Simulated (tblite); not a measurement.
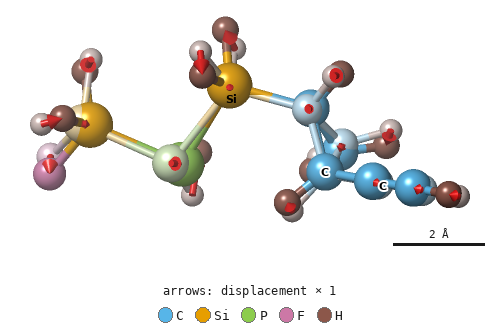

This is a relaxation of C5H10FPSi2. The starting structure is drawn faded, the final one solid; red arrows show the displacements, at their true length. The two geometries are superimposed by the best rigid fit.

Style: ball-and-stick. Shown at a tilt.

The calculation used tblite 0.8.0, GFN2-xTB geometry optimisation, gas phase. 

**Which element moves most?**

Hydrogen: up to 1.06 Å, against 0.67 Å for fluorine.

**What happened in the run?**

Over 124 geometry steps the energy falls by 19.1 kcal/mol. The atom that moves furthest after the best rigid fit is an H atom (1.06 Å). Largest moves by element: H 1.06 Å, F 0.67 Å, P 0.40 Å, C 0.22 Å, Si 0.18 Å. Among the contacts that change: F–Si 1.694 → 1.608 Å, H–P 1.444 → 1.383 Å, P–Si 2.181 → 2.239 Å, C–C 1.238 → 1.199 Å. Bond angles that change, for instance: Si–P–H 111.8° → 96.2°, Si–P–H 108.1° → 95.2°, C–Si–P 114.9° → 106.5°. Groups turn about C–Si by about 30°. Cost: 2.4 s on 1 thread of Arm Neoverse N1, with other jobs on the host.
